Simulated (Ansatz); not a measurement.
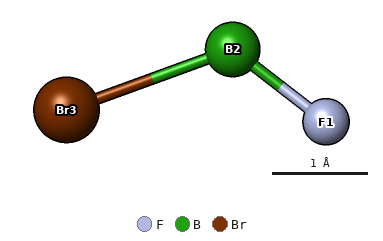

**Figure 1.** The structure as given in the input (ball-and-stick view, seen on its broad side; atoms are numbered from 1 in the order of the input). Bond lengths as drawn: B–Br 1.86 Å and B–F 1.25 Å.

## BBrF: a changed input and its effect

System: BBrF, multiplicity 2.
Method of the first run: UKS wB97M-V/def2-TZVPP (Ansatz 0.2.0).

The geometry: displaced from a GFN2-xTB structure. Text and figures count atoms from 1; the logs count them from 0 in places.

The input, the first run:
```yaml
crystal:
  periodic: [false, false, false]
  atoms:
    - {symbol: F, position_ang: [-0.341400, 1.197200, -0.093800]}
    - {symbol: B, position_ang: [0.357900, 0.213900, 0.221300]}
    - {symbol: Br, position_ang: [-0.142900, -1.528800, -0.199400]}
basis:
  gaussian: {orbitals: def2-TZVPP}
magnetization: {spin_polarized: true, initial_magnetization: 1}
hamiltonian: {xc: {name: wB97M-V}}
output: {forces: true}
```

Hardware: 4 CPU threads, shared host.

Output (the first run):
```
Functional definition: wB97M-V
  parameter omega = 0.3/bohr
  parameter cx = 0.15
  parameter cx01 = 1.007
  parameter cx10 = 0.259
  parameter css00 = 0.443
  parameter css04 = -1.437
  parameter css10 = -4.535
  parameter css20 = -3.390
  parameter css43 = 4.278
  parameter cos00 = 1.000
  parameter cos10 = 1.358
  parameter cos20 = 2.924
  parameter cos21 = -8.812
  parameter cos60 = -1.390
  parameter cos61 = 9.142
  parameter b = 6.0
  parameter c = 0.01
  gx(w, u) = 1 - cx + cx01*u + cx10*w
  gss(w, u) = css00 + css04*u^4 + css10*w + css20*w^2 + css43*w^4*u^3
  gos(w, u) = cos00 + cos10*w + (cos20 + cos21*u)*w^2 + (cos60 + cos61*u)*w^6
  exchange = spin_sum(e_x_unif_sr(omega)*gx(b97_w, b97_u_x)) + cx*exact_x_sr(omega) + exact_x_lr(omega)
  correlation = spin_sum(e_c_pw_mod_same_spin*gss(b97_w, b97_u_same))
      + integral(e_c_pw_mod_opposite_spin*gos(b97_w_opposite, b97_u_opposite)) + vv10(b, c)
733 factors; their error is unknown
123 factors; integrals over basis functions are off by at most 6.8e-5 eV
mean field evaluation 1: about -73434.6585 eV, gradient 1.9e1 eV
mean field evaluation 2: about -73434.6773 eV, gradient 2.2e1 eV
mean field evaluation 4: about -73435.9570 eV, gradient 5.2e-1 eV
mean field evaluation 8: about -73435.9640 eV, gradient 3.0e-2 eV
mean field evaluation 16: about -73436.2245 eV, gradient 2.7e-4 eV
mean field -73436.22451092 eV, -2698.7314739155 hartree, gradient 2.9e-5 eV, S^2 0.751897; 0 other end points of the search recorded, 0 dependent functions left out
the calculation of the forces begins
reference -73436.22454544 eV, -2698.7314751843 hartree; 25, 24 occupied and 85, 86 virtual orbitals, 733 factors
Total energy: -73436.22454544 eV, -2698.7314751843 hartree
Atom 0 at    -0.341400     1.197200    -0.093800 Å, force    -1.619090     2.521616    -0.710024 eV/Å
Atom 1 at     0.357900     0.213900     0.221300 Å, force     1.844791    -1.394136     0.926893 eV/Å
Atom 2 at    -0.142900    -1.528800    -0.199400 Å, force    -0.225701    -1.127480    -0.216869 eV/Å
Dipole moment:    -0.027168     0.009239    -0.014550 e Å
```

For the second run the input was changed thus:
```diff
-hamiltonian: {xc: {name: wB97M-V}}
+correlation: {method: ccsd_t}
+scf: {omitted_lower_state_checks: [cluster_reference]}
```

Predict how the results change.

The total energies belong to different methods, so their difference says nothing on which is more stable or more accurate. The largest force goes from 3.080 to 3.327 eV/Å.

Output (the second run):
```
Functional definition: HF
  exchange = exact_x
  correlation = 0
these checks for a lower state are left out or cut short: cluster_reference
738 factors; integrals over basis functions are off by at most 1.3e-3 eV
mean field evaluation 1: about -73377.1159 eV, gradient 1.7e1 eV
mean field evaluation 2: about -73377.1197 eV, gradient 1.7e1 eV
mean field evaluation 4: about -73378.7120 eV, gradient 2.4e0 eV
mean field evaluation 8: about -73378.8242 eV, gradient 1.8e-1 eV
mean field -73378.82481372 eV, -2696.6220739503 hartree, gradient 2.8e-6 eV, S^2 0.755075; 0 other end points of the search recorded, 0 dependent functions left out
11 core orbitals not correlated: weight in the atoms' cores, before any rotation towards them, 1.000 or more for the frozen orbitals, at most 0.000 for the correlated occupied ones
reference -73378.82481372 eV, -2696.6220739503 hartree; 14, 13 occupied and 85, 86 virtual orbitals, 738 factors
second order -16.06574628 eV of doubles, -0.00000000 eV of singles
cycle   1  -15.91586648 eV  change    1.5e-1 eV  update   8.2e-2
cycle   2  -16.25259001 eV  change   -3.4e-1 eV  update   2.5e-2
cycle   3  -16.32976949 eV  change   -7.7e-2 eV  update   1.5e-2
cycle   4  -16.31591719 eV  change    1.4e-2 eV  update   5.1e-3
cycle   5  -16.31541470 eV  change    5.0e-4 eV  update   2.1e-3
cycle   6  -16.31659640 eV  change   -1.2e-3 eV  update   7.8e-4
cycle   7  -16.31637186 eV  change    2.2e-4 eV  update   3.3e-4
cycle   8  -16.31646474 eV  change   -9.3e-5 eV  update   1.2e-4
cycle   9  -16.31648232 eV  change   -1.8e-5 eV  update   4.4e-5
cycle  10  -16.31645159 eV  change    3.1e-5 eV  update   1.8e-5
cycle  11  -16.31647036 eV  change   -1.9e-5 eV  update   8.7e-6
cycle  12  -16.31646963 eV  change    7.3e-7 eV  update   3.4e-6
cycle  13  -16.31647028 eV  change   -6.4e-7 eV  update   1.3e-6
perturbative correction -0.55104861 eV, -0.0202506631 hartree
the calculation of the forces begins
Total energy: -73395.69233261 eV, -2697.2419438363 hartree
Atom 0 at    -0.341400     1.197200    -0.093800 Å, force    -1.724301     2.744667    -0.751444 eV/Å
Atom 1 at     0.357900     0.213900     0.221300 Å, force     1.936271    -1.560076     0.965139 eV/Å
Atom 2 at    -0.142900    -1.528800    -0.199400 Å, force    -0.211971    -1.184590    -0.213695 eV/Å
Dipole moment:    -0.024596     0.002631    -0.013630 e Å
Checks for a lower state left out: cluster_reference
```

The two runs side by side:

```csv
quantity,the first run,the second run
outcome,converged,converged
total energy (hartree),−2698.731475,−2697.241944
dipole moment (D),0.15,0.14
⟨S²⟩,0.752,0.755
largest force (eV/Å),3.080,3.327
basis functions,110,110
wall time (shared host),2.4 s,50 s
```
